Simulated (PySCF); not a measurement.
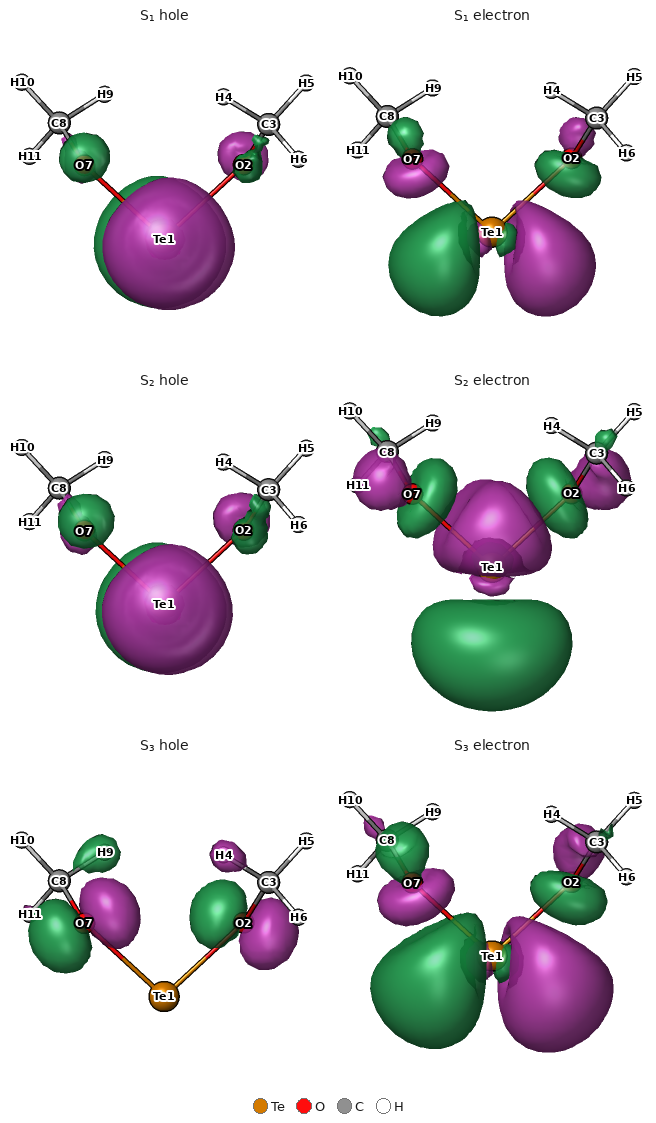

Figure. Te(OMe)2 (C₂H₆O₂Te). Leading natural transition orbitals (TDA singlet states).

PySCF calculation, ωB97X/def2-SVPD, gas phase; geometry: GFN2-xTB. Core potentials replace the inner electrons of Te; spin–orbit coupling isn't included. No frequency check shows the geometry to be a minimum. GFN2-xTB bond lengths at metals and heavier atoms can be off by up to 0.1 Å and shapes distorted, which carries into these values.

Coordinates in Å:

```
Te1     -0.0019   -0.6997    0.0000
O2      -1.3203    0.6372    0.6385
C3      -2.0506    1.3898   -0.3011
H4      -1.3940    1.8984   -1.0103
H5      -2.5974    2.1370    0.2766
H6      -2.7640    0.7709   -0.8503
O7       1.3246    0.6326   -0.6384
C8       2.0574    1.3830    0.3010
H9       1.4025    1.8940    1.0101
H10      2.6068    2.1282   -0.2769
H11      2.7688    0.7618    0.8503
```

Describe these excited states.

By state:
- S₁: 2.86 eV (434 nm), f = 0.001 (very weak); the leading pair carries 100 %; hole on Te1 (85 %) and O2 and O7 (5 % each), electron on Te1 (75 %) and O2 and O7 (10 % each); their centroids lie 0.2 Å apart.
- S₂: 3.92 eV (316 nm), f = 0.004; the leading pair carries 99 %; hole on Te1 (81 %) and O2 and O7 (7 % each), electron on Te1 (66 %) and O2 and O7 (13 % each); their centroids lie 0.0 Å apart.
- S₃: 5.47 eV (227 nm), f = 0.002 (very weak); the leading pair carries 93 %; hole on O7 (39 %), O2 (34 %) and C3 and C8 (5 % each), electron on Te1 (71 %) and O2 and O7 (11 % each); their centroids lie 1.4 Å apart; S₄ lies within 0.1 eV of it.
